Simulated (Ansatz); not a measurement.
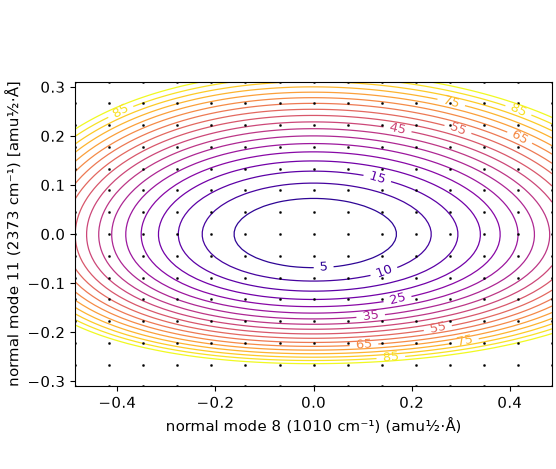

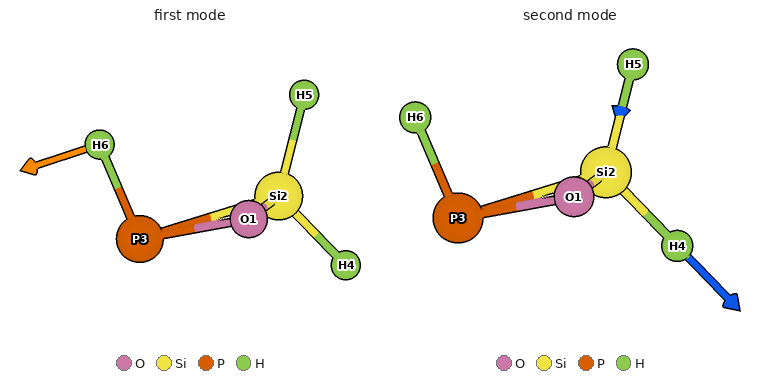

Energy landscape of H3OPSi, SMILES O1[SiH2]P1. Coordinates scanned: (1) normal mode 8 (1010 cm⁻¹); (2) normal mode 11 (2373 cm⁻¹). Nothing is relaxed (straight displacements along the two mass-weighted modes). The grid has 15 × 15 points. Energies are in kJ/mol, from the lowest grid point. Theory: RHF/def2-TZVP (Ansatz).

Drawn: contour lines labelled in kJ/mol (none above 90), dots at the grid points. Between grid points the surface is interpolated. The second picture is the structure at the lowest point

Q: Describe this landscape.

A: The lowest grid point is at normal mode 8 (1010 cm⁻¹) = 0.000 amu½·Å, normal mode 11 (2373 cm⁻¹) = 0.000 amu½·Å. It is the only kind of minimum in the scanned range. The highest grid point, normal mode 8 (1010 cm⁻¹) = −0.486 amu½·Å, normal mode 11 (2373 cm⁻¹) = −0.311 amu½·Å, lies 180 kJ/mol above the lowest.

Time for the 225 points that were run: 5 min on 1 thread of Intel(R) Xeon(R) 6975P-C (Granite Rapids), with other jobs on the host.
